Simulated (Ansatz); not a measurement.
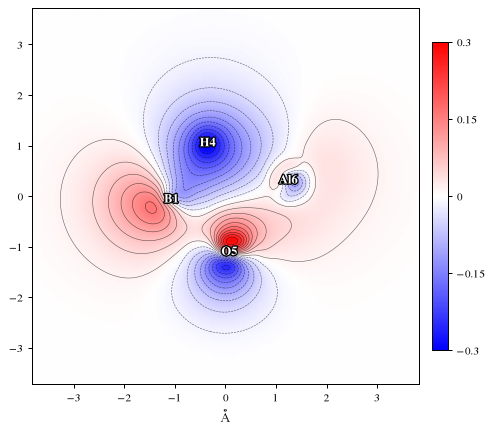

*AlBH$_{6}$O. The HOMO−1 on the plane of atoms B1, H4 and Al6 (values in Å⁻³ᐟ²; the overall sign is arbitrary).*

Level of theory: RHF/def2-SVP (Ansatz).

```xyz
9

B     0.0627   -0.3598    0.1598
H    -0.6911    0.4458    0.6449
H     1.1472    0.0085   -0.2044
H    -0.5442   -0.8411   -0.9118
O     0.1392   -1.6563    1.0127
Al   -0.7432   -2.5066   -0.3571
H     0.1670   -3.4366   -1.2325
H    -2.2596   -2.7619   -0.0264
H    -0.1167   -1.5626    1.9174
```

What is the character of this orbital?

Its weight (Hirshfeld) is mainly on B1 (about 35 %), H3 (about 30 %), H2 (about 15 %) and O5 (about 10 %). Its energy is −12.36 eV.
